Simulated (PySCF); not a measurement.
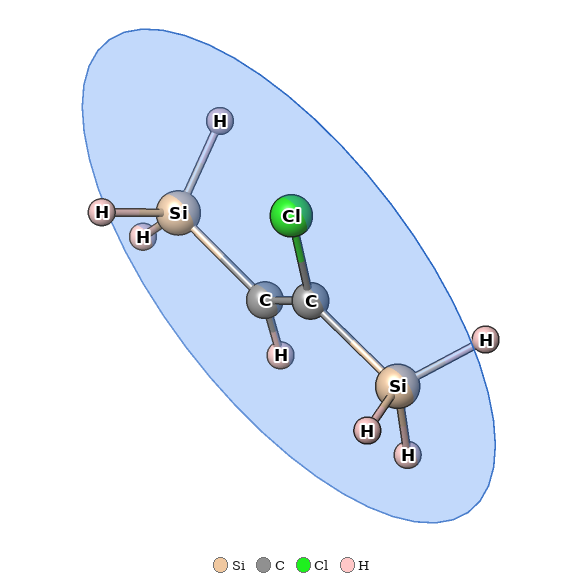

All proper rotation axes (lines) and mirror planes (discs) of the structure are drawn in. Atoms fade into the background with distance from the viewer. Computed geometry: PBE0-D3(BJ)/def2-SVP optimisation. No frequency run is at hand to confirm it as a minimum.

Name the symmetry elements and the point group.

Answer. It has 1 mirror plane. Point group Cs. The group has 2 operations. The geometry is achiral, and symmetry allows a dipole moment.
